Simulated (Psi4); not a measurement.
# C2H5B (SMILES BC=C) at 4 levels

We compute a comparison of 4 runs (HF/3-21G, HF/jun-cc-pV(D+d)Z, B3LYP/STO-3G, PBE0/def2-SVP) of C2H5B. 

Program for the calculation: Psi4 1.11.

3 further runs of the same task are left out: 1 that didn't finish, 2 set aside as unsound or not needed.

## 1. Starting point

C2H5B: 8 atoms, total charge 0, spin state singlet. As SMILES, `BC=C`. Geometry: relaxed at PBE0-D4/def2-TZVP.

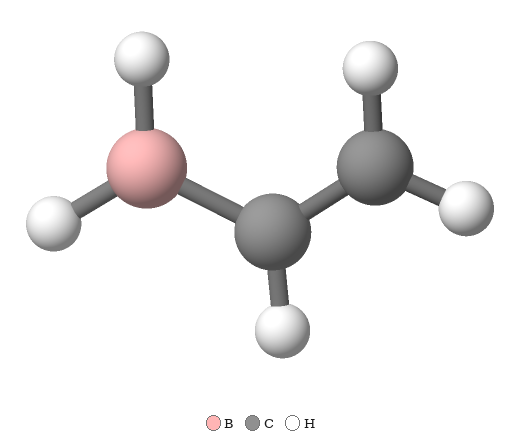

The structure, seen from a chosen angle (boron pink, carbon grey, hydrogen white).

## 2. The energy at HF/3-21G (run 1)

The input, input.inp:

```
memory 1600 mb

molecule {
  0 1
  B     -0.619200     0.876300    -0.693900
  C      0.322000     0.273500     0.357500
  C      0.459500    -1.054300     0.465500
  H     -1.226400     0.135900    -1.414800
  H     -0.762800     2.058300    -0.813400
  H      0.897400     0.899500     1.037300
  H     -0.092700    -1.722500    -0.189400
  H      1.114300    -1.523800     1.195500
  symmetry c1
  no_reorient
  no_com
}

set {
  basis         3-21G
  puream        true
  e_convergence 1e-09
  d_convergence 1e-08
  scf_type      pk
}

E, wfn = energy("scf", return_wfn=True)
```

Command:

```bash
psi4 -n 1 input.inp input.out
```

input.out:

```text
[...]
  Running in c1 symmetry.
[...]
  Nuclear repulsion =   58.087442208705703
[...]
  Multiplicity = 1
[...]
  Nalpha       = 11
  Nbeta        = 11
[...]
    Number of basis functions: 37
[...]
   @RHF iter   1:  -102.67878586343895   -9.75390e-01   6.26396e-03 ADIIS/DIIS
[...]
   @RHF iter  11:  -102.71398063813400   -8.66862e-13   3.04974e-09 DIIS
[...]
    Orbital Energies [Eh]
    ---------------------
    Doubly Occupied:
       1A    -11.200226     2A    -11.156070     3A     -7.554045
       4A     -1.045918     5A     -0.801041     6A     -0.688925
       7A     -0.626051     8A     -0.560956     9A     -0.471862
      10A     -0.465091    11A     -0.392098
[...]
  @RHF Final Energy:  -102.71398063813400
   => Energetics <=
    Nuclear Repulsion Energy =             58.0874422087057027
    One-Electron Energy =                -251.6782812590169556
    Two-Electron Energy =                  90.8768584121772420
    Total Energy =                       -102.7139806381340037
[...]
 Multipole Moments:
 ------------------------------------------------------------------------------------
     Multipole            Electronic (a.u.)      Nuclear  (a.u.)        Total (a.u.)
 ------------------------------------------------------------------------------------
 L = 1.  Multiply by 2.5417464519 to convert [e a0] to [Debye]
 Dipole X            :         -2.6368832            2.8776749            0.2407917
 Dipole Y            :          0.4731557           -0.8615261           -0.3883704
 Dipole Z            :         -2.1652495            2.4258414            0.2605919
 Magnitude           :                                                    0.5260422
[...]
```

It took 1.3 s on 1 thread of Intel Xeon 6975P-C (Granite Rapids), shared host; peak memory 0.18 GiB.

## 3. Energy and one-electron properties at HF/jun-cc-pV(D+d)Z (density fitting) (run 2)

The input, job.json:

```json
{
 "schema_name": "qcschema_input",
 "schema_version": 1,
 "molecule": {
  "schema_name": "qcschema_molecule",
  "schema_version": 2,
  "symbols": ["B", "C", "C", "H", "H", "H", "H", "H"],
  "geometry": [-1.17011842, 1.655967, -1.31128096, 0.60849181, 0.5168401, 0.67557709, 0.86832915, -1.99233825, 0.87966751, -2.31756012, 0.25681378, -2.67358452, -1.44148309, 3.88962328, -1.53710323, 1.69584022, 1.69980865, 1.96021291, -0.17517761, -3.25505325, -0.35791413, 2.10572182, -2.87956467, 2.25916758],
  "molecular_charge": 0,
  "molecular_multiplicity": 1
 },
 "driver": "energy",
 "model": {
  "method": "scf",
  "basis": "jun-cc-pV(D+d)Z"
 },
 "keywords": {
  "reference": "rhf",
  "scf_type": "disk_df",
  "e_convergence": 1e-11,
  "scf_properties": ["WIBERG_LOWDIN_INDICES", "ESP_AT_NUCLEI"]
 }
}
```

Command:

```bash
psi4 --qcschema job.json -n 1 --memory 1600MB
```

stdout:

```text
[...]
  Running in c1 symmetry.
[...]
  Nuclear repulsion =   58.087442239665663
[...]
  Multiplicity = 1
[...]
  Nalpha       = 11
  Nbeta        = 11
[...]
    Number of basis functions: 79
[...]
   @DF-RHF iter   1:  -103.21415756812856   -9.39524e-01   4.57436e-03 DIIS/ADIIS
[...]
   @DF-RHF iter  11:  -103.29952504798786   -9.40759e-12   5.75653e-09 DIIS
[...]
    Orbital Energies [Eh]
    ---------------------
    Doubly Occupied:
       1A    -11.265206     2A    -11.219663     3A     -7.601136
       4A     -1.047223     5A     -0.805873     6A     -0.688560
       7A     -0.625415     8A     -0.562428     9A     -0.474723
      10A     -0.468055    11A     -0.390628
[...]
  @DF-RHF Final Energy:  -103.29952504798786
   => Energetics <=
    Nuclear Repulsion Energy =             58.0874422396656627
    One-Electron Energy =                -252.4761150725373113
    Two-Electron Energy =                  91.0891477848837781
    Total Energy =                       -103.2995250479878564
[...]
 Multipole Moments:
 ------------------------------------------------------------------------------------
     Multipole            Electronic (a.u.)      Nuclear  (a.u.)        Total (a.u.)
 ------------------------------------------------------------------------------------
 L = 1.  Multiply by 2.5417464519 to convert [e a0] to [Debye]
 Dipole X            :         -0.0747118            0.2925249            0.2178131
 Dipole Y            :          0.6468814           -0.9903121           -0.3434306
 Dipole Z            :         -0.0613925            0.2973398            0.2359472
 Magnitude           :                                                    0.4701683
[...]
```

The result, in JSON:

```text
{
 "driver": "energy",
 "model": {
  "method": "scf",
  "basis": "jun-cc-pV(D+d)Z"
 },
 "success": true,
 "return_result": -103.29952504798786,
 "properties": {
  "calcinfo_nbasis": 79,
  "calcinfo_nmo": 79,
  "calcinfo_nalpha": 11,
  "calcinfo_nbeta": 11,
  "calcinfo_natom": 8,
  "nuclear_repulsion_energy": 58.08744223966566,
  "return_energy": -103.29952504798786,
  "scf_one_electron_energy": -252.4761150725373,
  "scf_two_electron_energy": 91.08914778488378,
  "scf_dipole_moment": [0.2178130936904799, -0.3434306499613011, 0.2359472484337026],
  "scf_total_energy": -103.29952504798786,
  "scf_iterations": 11
 }
}
```

Wall time 1.4 s (1 thread of Intel Xeon 6975P-C (Granite Rapids), shared host); peak memory 0.22 GiB.

Run 3 isn't shown in full; the table further down has it.

## 4. Energy and gradient at PBE0/def2-SVP (run 4)

The input, calc.inp:

```
memory 1600 MB

molecule m {
  0 1
  B
  C 1 R2
  C 2 R3 1 A3
  H 1 R4 2 A4 3 D4
  H 1 R5 4 A5 2 D5
  H 2 R6 3 A6 1 D6
  H 3 R7 2 A7 6 D7
  H 3 R8 7 A8 2 D8

  R2 = 1.534493
  R3 = 1.339262
  A3 = 120.51062
  R4 = 1.198574
  A4 = 118.69677
  D4 = -0.03842
  R5 = 1.196673
  A5 = 119.29494
  D5 = 179.99234
  R6 = 1.088618
  A6 = 117.7423
  D6 = 179.98237
  R7 = 1.086421
  A7 = 120.59647
  D7 = -179.99903
  R8 = 1.087241
  A8 = 116.43976
  D8 = -179.99719
  symmetry c1
}

set basis def2-SVP
set puream true
set e_convergence 1e-09
set d_convergence 1e-08
set scf_type pk
set dft_radial_points 99
set dft_spherical_points 590

energy_value, wavefunction = gradient('pbe0', return_wfn=True)
oeprop(wavefunction, 'DIPOLE', 'MAYER_INDICES', 'LOWDIN_CHARGES', title='PBE0')
```

Command:

```bash
psi4 -n 1 calc.inp calc.out
```

calc.out:

```text
[...]
  Running in c1 symmetry.
[...]
  Nuclear repulsion =   58.087438547500277
[...]
  Multiplicity = 1
[...]
  Nalpha       = 11
  Nbeta        = 11
[...]
    Number of basis functions: 67
[...]
   @RKS iter   1:  -103.61575878191400   -4.98255e-01   8.16095e-03 DIIS/ADIIS
[...]
   @RKS iter  10:  -103.80197609759776   -1.91704e-11   6.57640e-09 DIIS
[...]
    Orbital Energies [Eh]
    ---------------------
    Doubly Occupied:
       1A    -10.262085     2A    -10.226463     3A     -6.786814
       4A     -0.790478     5A     -0.603603     6A     -0.516343
       7A     -0.467119     8A     -0.415164     9A     -0.340966
      10A     -0.334543    11A     -0.311627
[...]
  @RKS Final Energy:  -103.80197609759776
   => Energetics <=
    Nuclear Repulsion Energy =             58.0874385475002768
    One-Electron Energy =                -252.6803824007436106
    Two-Electron Energy =                 103.3584498352431353
    DFT Exchange-Correlation Energy =     -12.5674820795975730
    Empirical Dispersion Energy =           0.0000000000000000
    VV10 Nonlocal Energy =                  0.0000000000000000
    Total Energy =                       -103.8019760975977590
[...]
  -Total Gradient:
     Atom            X                  Y                   Z
    ------   -----------------  -----------------  -----------------
       1       -0.000017582111    -0.000412151661    -0.001880438504
       2        0.000011404624    -0.002632780493     0.003452598071
       3       -0.000008429797     0.001713138562    -0.001513717052
       4        0.000003011223     0.005224314333     0.003182368520
       5        0.000007121856    -0.005204980840     0.003371064009
       6        0.000001191725    -0.005198519878    -0.002955002759
       7        0.000001306401     0.006062186809     0.002938606106
       8        0.000001976857     0.000449282002    -0.006596224060
[...]
 Multipole Moments:
 ------------------------------------------------------------------------------------
     Multipole            Electronic (a.u.)      Nuclear  (a.u.)        Total (a.u.)
 ------------------------------------------------------------------------------------
 L = 1.  Multiply by 2.5417464519 to convert [e a0] to [Debye]
 Dipole X            :         -0.0000195           -0.0000651           -0.0000846
 Dipole Y            :          0.5606705           -0.7472842           -0.1866137
 Dipole Z            :         -0.2625485            0.7721819            0.5096334
 Magnitude           :                                                    0.5427254
[...]
```

Wall time 9.9 s (1 thread of Intel Xeon 6975P-C (Granite Rapids), shared host); peak memory 1.1 GiB.

## 5. All runs side by side

```tsv
run	level	task	integrals	energy (Eh)	dipole moment (D)	HOMO energy (eV)	LUMO energy (eV)	wall time
1	HF/3-21G	energy	pk	-102.713981	1.34	-10.67	1.98	1.3 s
2	HF/jun-cc-pV(D+d)Z (density fitting)	properties	disk_df	-103.299525	1.20	-10.63	1.18	1.4 s
3	B3LYP/STO-3G	energy	pk	-102.758769	1.22	-6.57	0.32	4.5 s
4	PBE0/def2-SVP	gradient	pk	-103.801976	1.38	-8.48	-2.01	9.9 s
```

## 6. Summary of results

| quantity | value |
| --- | --- |
| run 4: total energy | -103.80198 Eh |
| run 4: dipole moment | 1.38 D |
| run 4: HOMO energy | -8.48 eV |
| run 4: LUMO energy | -2.01 eV |
| run 4: HOMO–LUMO gap | 6.47 eV |
| run 4: largest force on an atom | 0.346 eV/Å |

**Reading.** The dipole moment (its size) runs from 1.20 D (HF/jun-cc-pV(D+d)Z) to 1.38 D (PBE0/def2-SVP). The two ends differ in method and basis. The HOMO–LUMO gap runs from 6.47 eV (PBE0/def2-SVP) to 12.65 eV (HF/3-21G). Totals of different functionals can't be ranked against each other. In run 3 the basis is minimal, so the values are rough. All runs together took 17 s, the longest 9.9 s.
